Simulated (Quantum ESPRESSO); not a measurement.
# K2Pt (Fm-3m): modes at Γ and the response to a field

Which modes does K2Pt (Fm-3m) have at the zone centre?

Program: Quantum ESPRESSO 7.5. Level of theory: DFT LDA, scalar-relativistic, plane waves, JTH PAW pseudopotentials. Results are calculated unless marked as measured.

## (1) The starting structure

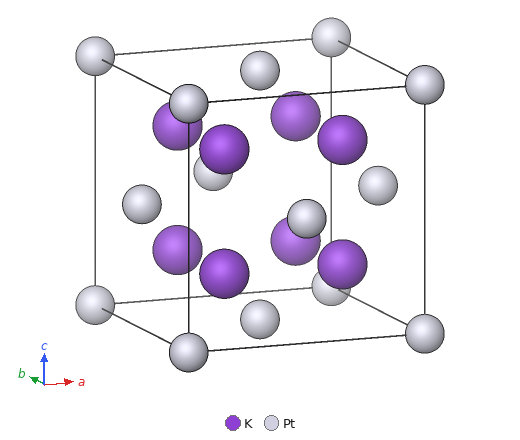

The starting structure, seen slightly off an axis (potassium purple, platinum light grey). This picture shows the conventional cell, with its axes. Some periodic images of atoms are drawn too.

## (2) A first look

A cheap run with smearing and empty bands tells whether the crystal has a gap, which decides between fixed occupations and smearing later on.

Contents of probe.in:

```
&control
   calculation = 'scf'
   prefix = 'x'
   outdir = './tmp'
   pseudo_dir = './pseudo'
   tprnfor = .true.
   tstress = .true.
   verbosity = 'high'
/
&system
   ibrav = 2
   celldm(1) = 14.29185937
   nat = 3
   ntyp = 2
   ecutwfc = 50.0
   ecutrho = 400.0
   occupations = 'smearing'
   smearing = 'gaussian'
   degauss = 0.01
/
&electrons
   conv_thr = 1.0d-07
   mixing_beta = 0.7
   electron_maxstep = 100
/
ATOMIC_SPECIES
 K      39.0983  K.upf
 Pt    195.0840  Pt.upf
ATOMIC_POSITIONS crystal
 K      0.250000000   0.250000000   0.250000000
 K      0.750000000   0.750000000   0.750000000
 Pt     0.000000000   0.000000000   0.000000000
K_POINTS automatic
 4 4 4 0 0 0
```

On the command line:

```bash
$ OMP_NUM_THREADS=1 mpirun -n 4 pw.x -nk 4 -in probe.in > probe.out
```

The program printed:

```text
[banners, grids, parts of the stress and lines that vanish by symmetry left out]
Program PWSCF v.7.5
     file K.upf: wavefunction(s)  3S 4S 3P 4P 0D renormalized
     file Pt.upf: wavefunction(s)  6S 0S 6P 0P 5D 0D renormalized
[...]
kinetic-energy cutoff     =      50.0000  Ry
     charge density cutoff     =     400.0000  Ry
     scf convergence threshold =      1.0E-07
[...]
Exchange-correlation= SLA PW NOGX NOGC
                           (   1   4   0   0   0   0   0)
[...]
48 Sym. Ops., with inversion, found
[...]
(     0          1          0      )
                  (     0          0          1      )
[...]
(  0.0000000  1.0000000  0.0000000 )
                  (  0.0000000  0.0000000  1.0000000 )
[...]
(     1          0         -1      )
[...]
(     0          1         -1      )
                  (     0          1          0      )
[...]
( -1.0000000  0.0000000  0.0000000 )
                  (  0.0000000  1.0000000  0.0000000 )
[...]
number of k points=     8  Gaussian smearing, width (Ry)=  0.0100
[...]
End of self-consistent calculation
[...]
the Fermi energy is     4.1969 ev
!    total energy              =    -946.60062637 Ry
[...]
convergence has been achieved in   9 iterations
[...]
atom    1 type  1   force =    -0.00000000   -0.00000000    0.00000000
     atom    2 type  1   force =     0.00000000   -0.00000000    0.00000000
     atom    3 type  2   force =     0.00000000    0.00000000    0.00000000
[...]
Total force =     0.000000     Total SCF correction =     0.000000
[...]
total   stress  (Ry/bohr**3)                   (kbar)     P=      -18.13
[...]
XML data file, charge density, pseudopotentials, collected wavefunctions

   JOB DONE.
```

The job ended after 7.5 s (4 MPI ranks of Arm Neoverse V2, shared host).

Read from the output:

| Property | Result |
| --- | --- |
| volume per atom | 36.05 Å³ |
| pressure | -1.813 GPa |
| gap on the k-mesh | 1.298 eV |

A gap of 1.3 eV opens on this mesh, so the crystal is taken as an insulator; the start stands at -1.8 GPa.

## (3) Relaxation

The relaxation runs at a cutoff a fifth above that of the response, since stress converges more slowly with the basis than frequencies do. Forces and stress are brought to rest with tight thresholds.

Contents of relax.in:

```
&control
   calculation = 'vc-relax'
   prefix = 'x'
   outdir = './tmp'
   pseudo_dir = './pseudo'
   tprnfor = .true.
   tstress = .true.
   forc_conv_thr = 2.0d-05
   etot_conv_thr = 1.0d-07
   nstep = 40
/
&system
   ibrav = 2
   celldm(1) = 14.29185937
   nat = 3
   ntyp = 2
   ecutwfc = 60
   ecutrho = 480.0
   occupations = 'fixed'
   nbnd = 16
/
&electrons
   conv_thr = 1.0d-11
   mixing_beta = 0.7
   electron_maxstep = 100
/
&ions
/
&cell
   press_conv_thr = 0.2
/
ATOMIC_SPECIES
 K      39.0983  K.upf
 Pt    195.0840  Pt.upf
ATOMIC_POSITIONS crystal
 K      0.250000000   0.250000000   0.250000000
 K      0.750000000   0.750000000   0.750000000
 Pt     0.000000000   0.000000000   0.000000000
K_POINTS automatic
 6 6 6 0 0 0
```

On the command line:

```bash
$ OMP_NUM_THREADS=1 mpirun -n 4 pw.x -nk 4 -in relax.in > relax.out
```

The program printed:

```text
[banners, grids, parts of the stress and lines that vanish by symmetry left out]
[banner, memory and clock lines left out]
Program PWSCF v.7.5

[...]
kinetic-energy cutoff     =      60.0000  Ry
     charge density cutoff     =     480.0000  Ry
     scf convergence threshold =      1.0E-11
[...]
energy convergence thresh.=      1.0E-07
     force convergence thresh. =      2.0E-05
     press convergence thresh. =      2.0E-01
     Exchange-correlation= SLA PW NOGX NOGC
                           (   1   4   0   0   0   0   0)
[...]
48 Sym. Ops., with inversion, found
[...]
number of k points=    16
[...]
End of self-consistent calculation
[...]
highest occupied, lowest unoccupied level (ev):     3.5258    4.8259
!    total energy              =    -946.60089708 Ry
[...]
convergence has been achieved in  18 iterations
[...]
atom    1 type  1   force =     0.00000000    0.00000000    0.00000000
     atom    2 type  1   force =     0.00000000    0.00000000    0.00000000
     atom    3 type  2   force =     0.00000000   -0.00000000    0.00000000
     Total force =     0.000000     Total SCF correction =     0.000000
[...]
total   stress  (Ry/bohr**3)                   (kbar)     P=      -18.24
[...]
number of bfgs steps    =   0
[...]
CELL_PARAMETERS (alat= 14.29185937)
[...]
ATOMIC_POSITIONS (crystal)
K                0.2500000000        0.2500000000        0.2500000000
K                0.7500000000        0.7500000000        0.7500000000
Pt               0.0000000000       -0.0000000000       -0.0000000000
[...]
New effective cutoffs (rho, wfc):  482.90   60.35
[...]
End of self-consistent calculation
[...]
highest occupied, lowest unoccupied level (ev):     3.5828    4.8989
!    total energy              =    -946.60170974 Ry
[...]
convergence has been achieved in  21 iterations
[...]
atom    1 type  1   force =     0.00000000    0.00000000    0.00000000
     atom    2 type  1   force =     0.00000000   -0.00000000    0.00000000
     atom    3 type  2   force =     0.00000000    0.00000000    0.00000000
     Total force =     0.000000     Total SCF correction =     0.000000
[...]
total   stress  (Ry/bohr**3)                   (kbar)     P=      -17.07
[...]
number of bfgs steps    =   1
[...]
WARNING: bfgs curvature condition failed, Theta= 0.860
[...]
CELL_PARAMETERS (alat= 14.29185937)
[...]
ATOMIC_POSITIONS (crystal)
K                0.2500000000        0.2500000000        0.2500000000
[...]
New effective cutoffs (rho, wfc):  487.44   60.92
[...]
End of self-consistent calculation
[...]
highest occupied, lowest unoccupied level (ev):     3.6697    5.0105
!    total energy              =    -946.60281569 Ry
[...]
convergence has been achieved in  25 iterations
[...]
atom    1 type  1   force =    -0.00000000   -0.00000000    0.00000000
     atom    2 type  1   force =     0.00000000    0.00000000   -0.00000000
     atom    3 type  2   force =    -0.00000000    0.00000000   -0.00000000
     Total force =     0.000000     Total SCF correction =     0.000000
[...]
total   stress  (Ry/bohr**3)                   (kbar)     P=      -15.20
[...]
number of bfgs steps    =   2
[...]
CELL_PARAMETERS (alat= 14.29185937)
[...]
atom    1 type  1   force =     0.00000000   -0.00000000    0.00000000
     atom    2 type  1   force =    -0.00000000   -0.00000000   -0.00000000
[...]
Total force =     0.000000     Total SCF correction =     0.000000
[...]
total   stress  (Ry/bohr**3)                   (kbar)     P=       -6.84
[...]
number of bfgs steps    =   4
[...]
CELL_PARAMETERS (alat= 14.29185937)
[...]
ATOMIC_POSITIONS (crystal)
[...]
New effective cutoffs (rho, wfc):  518.65   64.82
[...]
highest occupied, lowest unoccupied level (ev):     4.2830    5.8015
!    total energy              =    -946.60619153 Ry
[...]
convergence has been achieved in  28 iterations
[...]
Total force =     0.000000     Total SCF correction =     0.000000
[...]
total   stress  (Ry/bohr**3)                   (kbar)     P=        0.95
[...]
number of bfgs steps    =   5
[...]
CELL_PARAMETERS (alat= 14.29185937)
[...]
ATOMIC_POSITIONS (crystal)
[...]
New effective cutoffs (rho, wfc):  517.00   64.62
[...]
highest occupied, lowest unoccupied level (ev):     4.2499    5.7586
!    total energy              =    -946.60620093 Ry
[...]
convergence has been achieved in  24 iterations
[...]
atom    2 type  1   force =    -0.00000000   -0.00000000    0.00000000
     atom    3 type  2   force =     0.00000000    0.00000000    0.00000000
     Total force =     0.000000     Total SCF correction =     0.000000
[...]
total   stress  (Ry/bohr**3)                   (kbar)     P=       -0.06
[...]
number of bfgs steps    =   6
[...]
CELL_PARAMETERS (alat= 14.29185937)
[...]
ATOMIC_POSITIONS (crystal)
[...]
New effective cutoffs (rho, wfc):  517.10   64.63
[...]
End of self-consistent calculation
[...]
highest occupied, lowest unoccupied level (ev):     4.2518    5.7611
!    total energy              =    -946.60620096 Ry
[...]
convergence has been achieved in  20 iterations
[...]
atom    1 type  1   force =     0.00000000    0.00000000   -0.00000000
     atom    2 type  1   force =     0.00000000    0.00000000   -0.00000000
     atom    3 type  2   force =    -0.00000000    0.00000000    0.00000000
     Total force =     0.000000     Total SCF correction =     0.000000
[...]
total   stress  (Ry/bohr**3)                   (kbar)     P=       -0.00
[...]
bfgs converged in   8 scf cycles and   7 bfgs steps
[...]
End of BFGS Geometry Optimization
     Final enthalpy           =    -946.6062009645 Ry
     File ./tmp/x.bfgs deleted, as requested
[...]
CELL_PARAMETERS (alat= 14.29185937)
[...]
ATOMIC_POSITIONS (crystal)
[...]
K                0.7500000000        0.7500000000        0.7500000000
Pt               0.0000000000       -0.0000000000        0.0000000000
[...]
Final scf calculation at the relaxed structure.
[...]
kinetic-energy cutoff     =      60.0000  Ry
     charge density cutoff     =     480.0000  Ry
     scf convergence threshold =      1.0E-13
[...]
press convergence thresh. =      2.0E-01
     Exchange-correlation= SLA PW NOGX NOGC
                           (   1   4   0   0   0   0   0)
[...]
48 Sym. Ops., with inversion, found
[...]
number of k points=    16
[...]
End of self-consistent calculation
[...]
highest occupied, lowest unoccupied level (ev):     4.2518    5.7611
!    total energy              =    -946.60618027 Ry
[...]
convergence has been achieved in  23 iterations
[...]
atom    1 type  1   force =    -0.00000000    0.00000000    0.00000000
     atom    2 type  1   force =     0.00000000    0.00000000   -0.00000000
     atom    3 type  2   force =    -0.00000000   -0.00000000   -0.00000000
     Total force =     0.000000     Total SCF correction =     0.000000
[...]
total   stress  (Ry/bohr**3)                   (kbar)     P=       -0.02
[...]
XML data file, charge density, pseudopotentials, collected wavefunctions
```

Run time: 3.6 min. Hardware: 4 MPI ranks; 15 min of CPU time.

The steps of the relaxation:

```csv
step,energy less that of the first step (eV),largest force (eV/Å),pressure (GPa),volume (Å³)
1,0.0000,0.0000,-1.82,108.15
2,-0.0111,0.0000,-1.71,107.14
3,-0.0261,0.0000,-1.52,105.65
4,-0.0450,0.0000,-1.21,103.44
5,-0.0645,0.0000,-0.68,100.18
6,-0.0720,0.0000,0.10,96.26
7,-0.0722,0.0000,-0.01,96.72
8,-0.0722,0.0000,0.00,96.69
9,-0.0719,0.0000,0.00,96.69
```

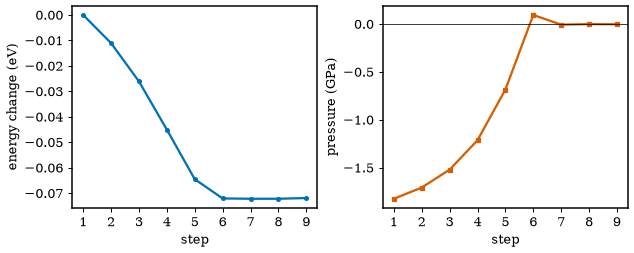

Energy and pressure along the relaxation.

```csv
"conventional cell, symmetrised",before,after,change
a (Å),7.563,7.286,-3.7 %
b (Å),7.563,7.286,-3.7 %
c (Å),7.563,7.286,-3.7 %
volume (Å³/atom),36.05,32.23,-10.6 %
```

Final coordinates:

```
K Pt
1.0
    -3.64295    0.00000    3.64295
     0.00000    3.64295    3.64295
    -3.64295    3.64295    0.00000
K Pt
2 1
Direct
  0.25000 0.25000 0.25000
  0.75000 0.75000 0.75000
  0.00000 0.00000 0.00000
```

The last row of the table of steps is pw.x's closing run on a basis chosen anew for the final cell, so its energy can jump.

This step gave:

```yaml
volume_per_atom: 32.23 Å³
pressure: -0.002 GPa
gap_on_the_k_mesh: 1.509 eV
```

The volume changes by -10.6 % from the cell with which this run began.

## (4) Self-consistent run for the response

Perturbation theory inherits every error of the wavefunctions, so the threshold is set near the limit of the arithmetic. With a gap, occupations are fixed, which also allows the response to an electric field.

Contents of scf.in:

```
&control
   calculation = 'scf'
   prefix = 'x'
   outdir = './tmp'
   pseudo_dir = './pseudo'
   tprnfor = .true.
   tstress = .true.
/
&system
   ibrav = 2
   celldm(1) = 13.76836997
   nat = 3
   ntyp = 2
   ecutwfc = 50.0
   ecutrho = 400.0
   occupations = 'fixed'
   nbnd = 16
/
&electrons
   conv_thr = 1.0d-12
   mixing_beta = 0.7
   electron_maxstep = 100
/
ATOMIC_SPECIES
 K      39.0983  K.upf
 Pt    195.0840  Pt.upf
ATOMIC_POSITIONS crystal
 K      0.250000000   0.250000000   0.250000000
 K      0.750000000   0.750000000   0.750000000
 Pt     0.000000000   0.000000000   0.000000000
K_POINTS automatic
 6 6 6 0 0 0
```

On the command line:

```bash
$ OMP_NUM_THREADS=1 mpirun -n 4 pw.x -nk 4 -in scf.in > scf.out
```

The program printed:

```text
[banners, grids, parts of the stress and lines that vanish by symmetry left out]
[banner, memory and clock lines left out]
Program PWSCF v.7.5

[...]
kinetic-energy cutoff     =      50.0000  Ry
     charge density cutoff     =     400.0000  Ry
     scf convergence threshold =      1.0E-12
[...]
Exchange-correlation= SLA PW NOGX NOGC
                           (   1   4   0   0   0   0   0)
[...]
48 Sym. Ops., with inversion, found
[...]
number of k points=    16
[...]
End of self-consistent calculation
[...]
highest occupied, lowest unoccupied level (ev):     4.2522    5.7611
!    total energy              =    -946.60604565 Ry
[...]
convergence has been achieved in  22 iterations
[...]
atom    1 type  1   force =     0.00000000    0.00000000   -0.00000000
     atom    2 type  1   force =     0.00000000    0.00000000    0.00000000
     atom    3 type  2   force =    -0.00000000   -0.00000000   -0.00000000
     Total force =     0.000000     Total SCF correction =     0.000000
[...]
total   stress  (Ry/bohr**3)                   (kbar)     P=       -0.12
[...]
XML data file, charge density, pseudopotentials, collected wavefunctions
```

The job ended after 17 s (4 MPI ranks).

Numbers from this step:

* pressure: -0.01200 GPa

The cell stands at -0.012 GPa, close enough for phonons.

[end of part 1 of 4]

[Host names and launcher messages were left out of these logs when they were recorded.]

[Logs are printed without paths, hosts, clocks, repeated set-up lines and the standing remarks that a program may print on its own settings, such as how far it seeks lower states.]

[Hosts, paths, dates, database ids (printed as entryN), source tags and the programs' standing remarks are cut or masked in the printed files.]
